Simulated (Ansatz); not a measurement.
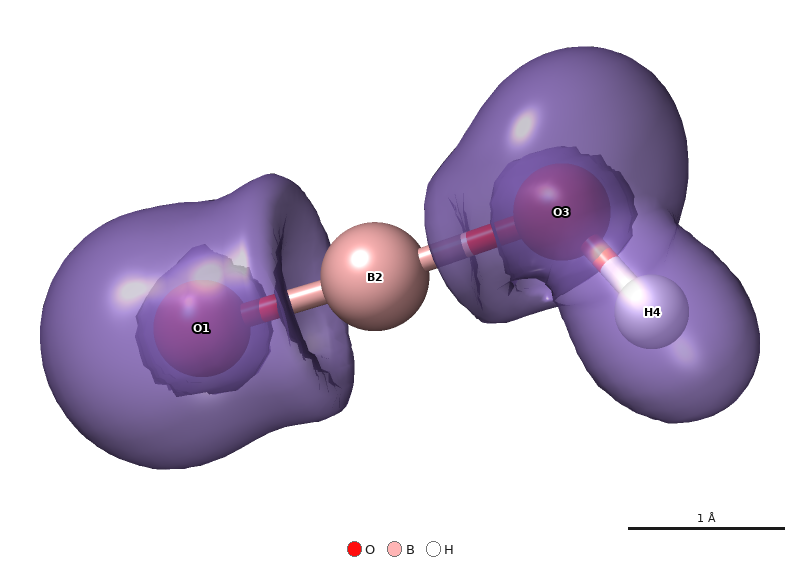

*BHO₂. Isosurface of the ELF at 0.75 (purple), seen at a tilt. Only the valence region is drawn (cores and ρ < 0.01 e/Å³ removed).*

Geometry: PBE0-D4/def2-TZVP.

All numbers below come from Ansatz, RKS PBE0-D4/def2-TZVPP.

Question: Identify the bonds, lone pairs and shells in this picture.

Answer: The ELF exceeds this value in one region on O in which the atom's valence shell and bonds are merged and one joined region spread over several atoms (H, O), in which their bonds and any lone pairs are merged. Along the contacts the grid gives the following. B–O (1.21 Å): the ELF peaks at about 0.85 between the atoms: a short, strongly polar bond. O–H (0.96 Å): the ELF climbs to about 1 towards the hydrogen, as it does in any bond to H (an ordinary covalent bond to hydrogen).
